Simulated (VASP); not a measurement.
Band structure of SnPbSe$_{2}$ (space group R-3m). All values below come from LDA (Ceperley-Alder, Perdew-Zunger), VASP's LDA PAW potentials (set 64) (plane waves; VASP).

Unless said otherwise, spin-orbit coupling is left out, though it shifts the bands of the heavy elements here.

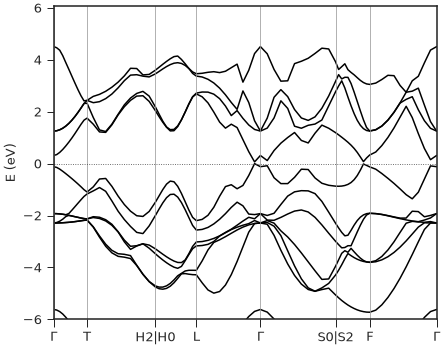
Bands along high-symmetry lines, zero at the valence-band maximum or, without a gap, the Fermi level

**Question.** Read the plot: is there a gap, and where are the band edges?

**Answer.** The gap is direct, 0.07 eV, from the valence maximum at L-Γ at 0.91 to the conduction minimum at L-Γ at 0.91. (Edges off the drawn lines would not show.)

The structure comes from a computed database's SnPbSe2 entry (R-3m); how it stands against other phases isn't given here. It was relaxed first, which changed the volume by -7 %.
